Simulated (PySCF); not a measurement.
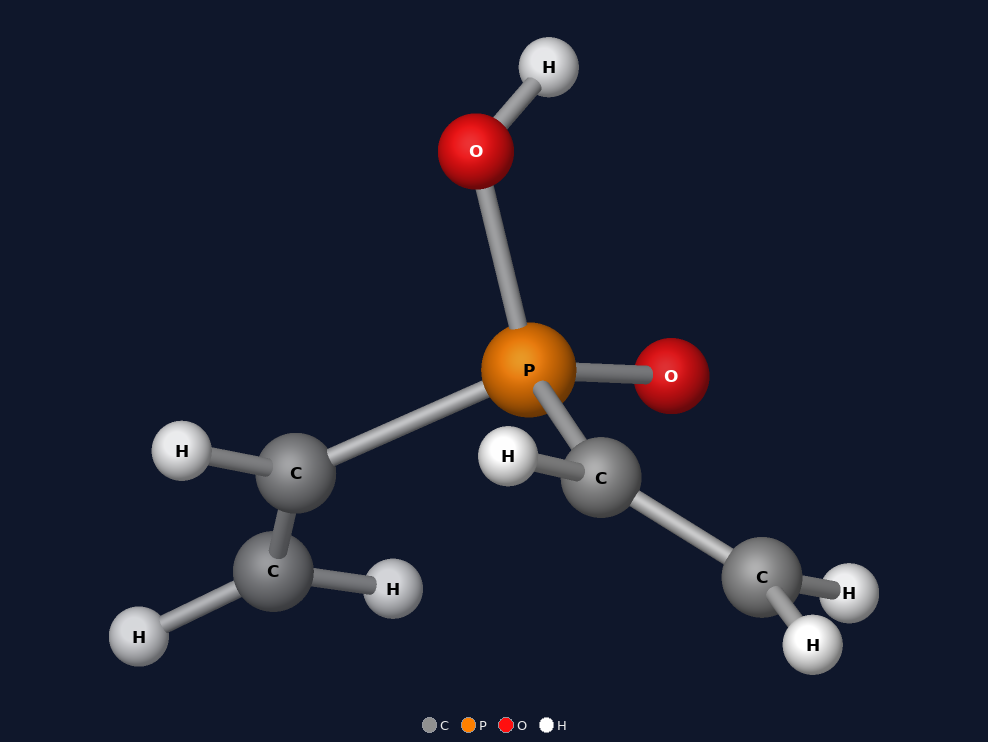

Rendered structure (ball-and-stick style). Every bond is drawn as one stick, whatever its order.

The computed structure is the end point of a GFN2-xTB optimisation. No frequency run is at hand to confirm it as a minimum.

What is the molecular formula?

C4H7O2P, 14 atoms: 4 carbon, 7 hydrogen, 2 oxygen and 1 phosphorus.

How many bonds of each kind are drawn?

6 C–H, 2 C–C, 2 C–P, 2 O–P, 1 O–H.

Give the symmetry (Schoenflies symbol).

Cs.

Name functional groups in it.

Among them: alkene.

Write the SMILES.

C=CP(=O)(O)C=C

The parts below concern this one geometry. Atoms keep their numbers from picture to picture.

### Dipole moment

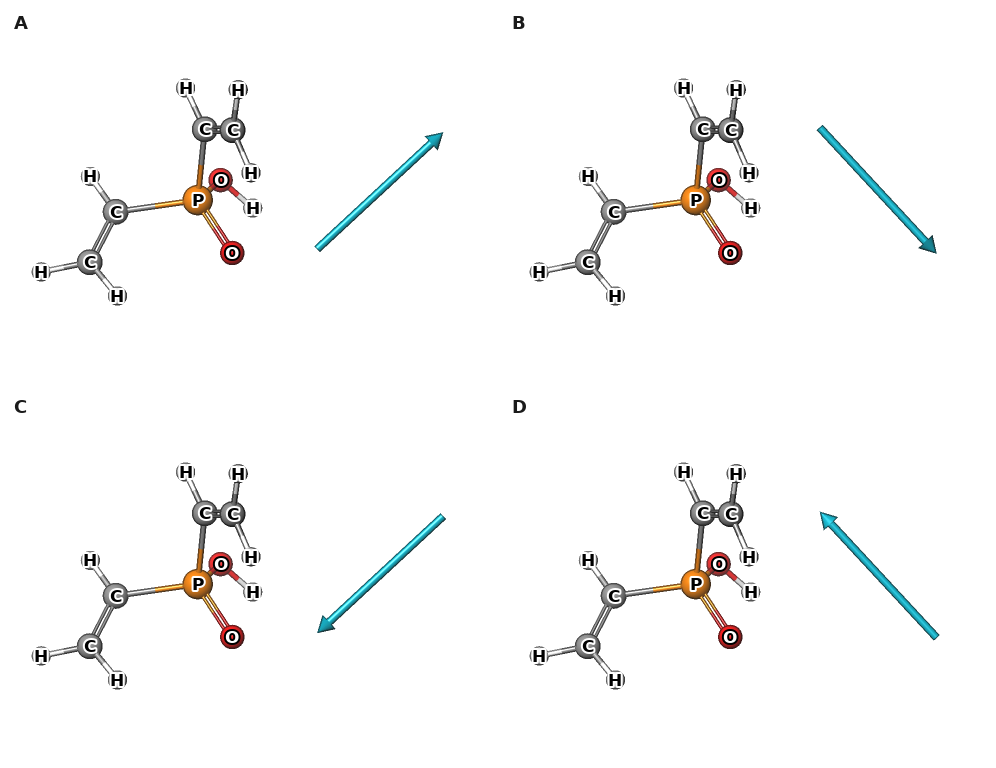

The same molecule four times, each with an arrow. No frequency run is at hand to confirm it as a minimum. Properties computed with ωB97X-D/def2-SVPD, gas phase (PySCF 2.14.0).

Which arrow points along the dipole moment, from the negative to the positive end?

D. The dipole moment is 2.47 D.

### Polarisability

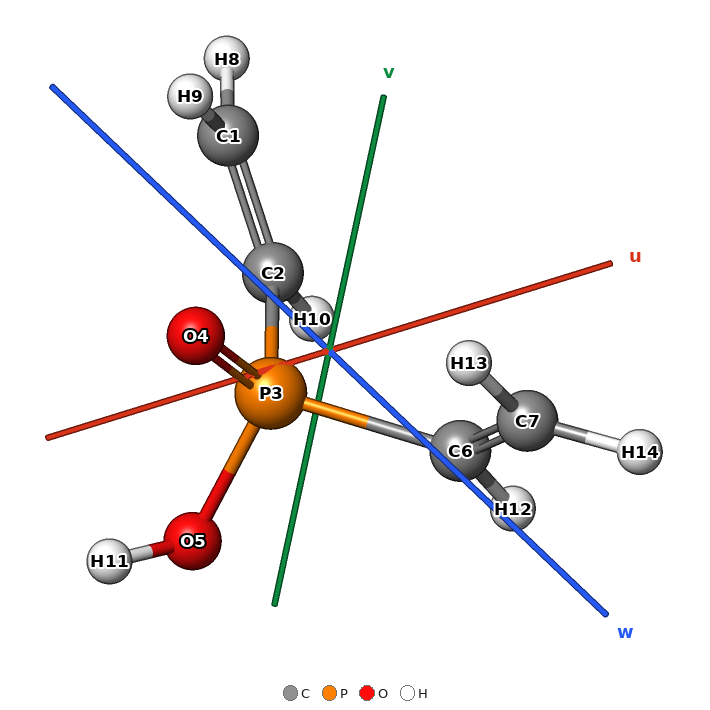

The lines u, v and w are the principal axes of the static dipole polarisability. No frequency run is at hand to confirm it as a minimum. Level of theory: ωB97X-D/def2-SVPD (PySCF 2.14.0).

Along which axis is the molecule most polarisable, and along which least?

Most along w (close to the long direction C1···C7), least along u.

Give the three principal values.

u 66.2, v 72.7, w 91.4 bohr³; mean 76.8, anisotropy 22.6 bohr³.

### Excitation

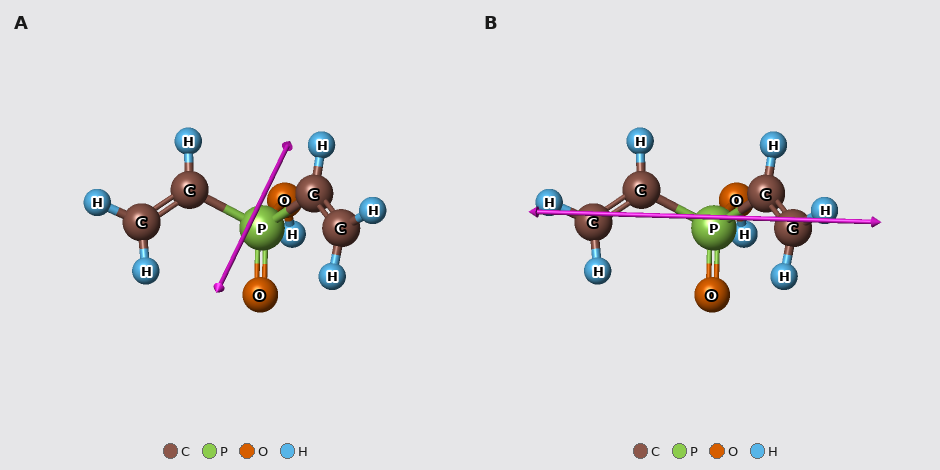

The double arrows show the directions of two transition dipoles from the ground state (lengths mean nothing). No frequency run is at hand to confirm it as a minimum. Method: TDDFT ωB97X-D/def2-SVPD, vertical, gas phase, core orbitals frozen in the response (PySCF 2.14.0).

One belongs to singlet state 3 and one to singlet state 6. Which is which?

A: state 6, 7.66 eV (162 nm), oscillator strength 0.10, mainly HOMO−3 → LUMO (weight 0.68).
B: state 3, 6.87 eV (181 nm), oscillator strength 0.42, mainly HOMO−1 → LUMO (weight 0.75).

The geometry is semi-empirical. Around P such bond lengths and angles can be off by a tenth of an ångström or more and by several degrees, and values that hang on the shape move with them.
